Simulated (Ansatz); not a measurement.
# Ir4W: one candidate of a structure search

Where does this trial cell of Ir4W go when cell and atoms are let free?

Computed with Ansatz 0.2.0 (DFT PBE, scalar-relativistic, plane waves, PAW, unless a step's input says otherwise).

1 further run of the same task is left out (it didn't finish).

### 1 The structure to begin with

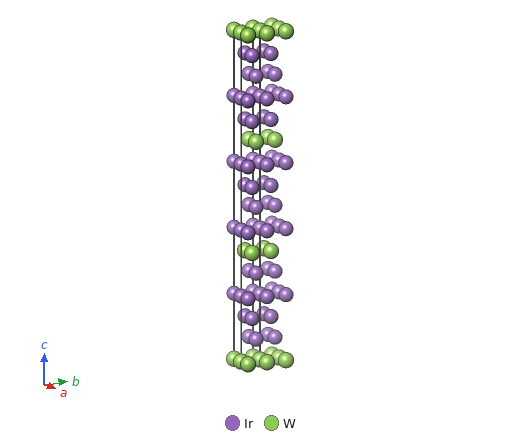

The starting structure, seen slightly off an axis (iridium purple, tungsten green). 2×2×1 cells are drawn. Atoms on the faces are drawn again on the opposite ones. The cell drawn here is the conventional one.

As a file:

```xyz
5
Lattice="1.3778 0.7955 11.3106 -1.3778 0.7955 11.3106 0.0000 -1.5910 11.3106" Properties=species:S:1:pos:R:3 pbc="T T T"
Ir    0.0000    0.0000   20.3703
Ir    0.0000    0.0000    6.7589
Ir    0.0000    0.0000   27.1728
Ir    0.0000    0.0000   13.5614
W     0.0000    0.0000    0.0000
```

The start is a polymorph listed in a database, not an invented cell.

### 2 The guess as it stands, on a coarse mesh

The input, input.yaml:

```yaml
crystal:
  lattice:
    - [1.37783995, 0.79549626, 11.31056213]
    - [-1.37783995, 0.79549626, 11.31056213]
    - [0.0, -1.59099253, 11.31056213]
  atoms:
    - { symbol: Ir, position: [0.60033202, 0.60033202, 0.60033202] }
    - { symbol: Ir, position: [0.199191, 0.199191, 0.199191] }
    - { symbol: Ir, position: [0.800809, 0.800809, 0.800809] }
    - { symbol: Ir, position: [0.39966798, 0.39966798, 0.39966798] }
    - { symbol: W, position: [0.0, 0.0, 0.0] }
basis:
  ecutwfc: 420
kpoints:
  mp_grid: { grid: [6, 6, 6] }
hamiltonian:
  xc: pbe
scf:
  occupations: { method: gaussian, width: 0.1 }
  lower_state_search: "off"
output:
  forces: true
  stress: true
  eigenvalues: true
```

Run with:

```bash
ansatz run input.yaml --threads 4 --pin off --max-ram 8192MiB --backend cpu --events-out ev --progress --plain --runs-dir out
```

Log, shortened:

```text
Warning: RAYON_NUM_THREADS=4 ignored (pool sized by the plan → 4); use --threads N
[...]
Pseudopotentials: kind: paw
Pseudopotential: Ir, paw, valence charge 17, recommended cutoff 420 eV (normal), Ir.paw.azcp
Pseudopotential: W, paw, valence charge 14, recommended cutoff 420 eV (normal), W.paw.azcp
Functional definition: PBE
[...]
Crystal: 5 atoms, lattice volume = 74.383 Å³
Basis set: ecut = 420 eV, 1453 PW (Γ), FFT grids on a1−a3, a2−a3, a3, exchange–correlation on 40×40×160 points (8 copies of the dense FFT grid, shifted against one another)
Bands: 50, of which v1, the nominal top of the filled ones, is band 41 counted from 1 (40 counted from 0)
Symmetry: 12 space group operations
[...]
SCF converged after 8 iterations
Free energy (F): -58126.230552 eV
[...]
E sigma→0 (E₀):  -58126.210971 eV
Entropy (-TS):   -0.039161 eV (-7.832 meV/atom)
Fermi energy:    24.042756 eV
[...]
--- Forces (eV/Å), atoms counted from 1 ---
  atom   1  Ir     0.00000000     0.00000000    -0.06916711
  atom   2  Ir     0.00000000    -0.00000000     0.04314111
  atom   3  Ir     0.00000000     0.00000000    -0.04314111
  atom   4  Ir     0.00000000    -0.00000000     0.06916711
  atom   5  W      0.00000000     0.00000000    -0.00000000
[...]
--- Stress (GPa, compression-positive) ---
        0.793010       0.000000       0.000000
        0.000000       0.793010       0.000000
        0.000000       0.000000      -5.379702
  P = ⅓ Tr σ = -1.2646 GPa (-12.646 kbar)
--- Band table (eV; the first three rows and the last of 32) ---
[...]
```

Wall time 0.64 s (4 threads of AMD EPYC 9R45 (Zen 5), shared host); peak memory 0.51 GiB.

From the probe: pressure -1.3 GPa, largest force 0.07 eV/Å, gap on this mesh none (metal). The relaxation goes to the converged mesh at once.

### 3 Spin check on a coarse mesh

The input, input.yaml:

```yaml
crystal:
  lattice:
    - [1.37783995, 0.79549626, 11.31056213]
    - [-1.37783995, 0.79549626, 11.31056213]
    - [0.0, -1.59099253, 11.31056213]
  atoms:
    - { symbol: Ir, position: [0.60033202, 0.60033202, 0.60033202], spin: 1.0 }
    - { symbol: Ir, position: [0.199191, 0.199191, 0.199191], spin: 1.0 }
    - { symbol: Ir, position: [0.800809, 0.800809, 0.800809], spin: 1.0 }
    - { symbol: Ir, position: [0.39966798, 0.39966798, 0.39966798], spin: 1.0 }
    - { symbol: W, position: [0.0, 0.0, 0.0] }
basis:
  ecutwfc: 420
kpoints:
  mp_grid: { grid: [6, 6, 6] }
hamiltonian:
  xc: pbe
scf:
  occupations: { method: gaussian, width: 0.1 }
  lower_state_search: "off"
output:
  forces: true
  stress: true
  eigenvalues: true
  populations: true
magnetization:
  spin_polarized: true
```

Run with:

```bash
ansatz run input.yaml --threads 4 --pin off --max-ram 8192MiB --backend cpu --events-out ev --progress --plain --runs-dir out
```

Log, shortened:

```text
[...]
SCF converged after 18 iterations
Magnetization: -0.0000 μB (41.0000 up, 41.0000 down)
Absolute magnetization: 0.0000 μB (∫|ρ↑−ρ↓|, with the PAW one-centre terms)
Spin contamination: 0.0000 ħ² per cell (⟨S²⟩ above its minimum at these occupations)
[...]
        0.000000       0.792983       0.000000
        0.000000       0.000000      -5.379484
  P = ⅓ Tr σ = -1.2645 GPa (-12.645 kbar)
--- Band table (eV; the first three rows and the last of 64) ---
[...]
--- Löwdin populations: 5 sites ---
  site symbol       q [e]    m [muB]
     0     Ir     16.8023    -0.0000
     1     Ir     16.8115     0.0000
     2     Ir     16.8115     0.0000
     3     Ir     16.8023    -0.0000
     4      W     13.8437    -0.0000
  spilling = 0.011326 (of n_electrons = 82.000000)
```

It took 2.4 s on 4 threads of AMD EPYC 9R45 (Zen 5), shared host; peak memory 0.58 GiB.

Per atom:

```
atom  Löwdin electrons
 Ir1             16.80
 Ir2             16.81
 Ir3             16.81
 Ir4             16.80
  W5             13.84
```

The Löwdin counts miss 0.93 of the 82 electrons, which the atomic orbitals do not span, so they are no charges.

The same cell is solved with trial moments on Ir. The largest site moment that stays is 0.00 μB and the cell's total 0.00 μB. The workflow keeps spin only above 0.25 μB on a site, so the next run goes without spin.

[end of part 1 of 2]
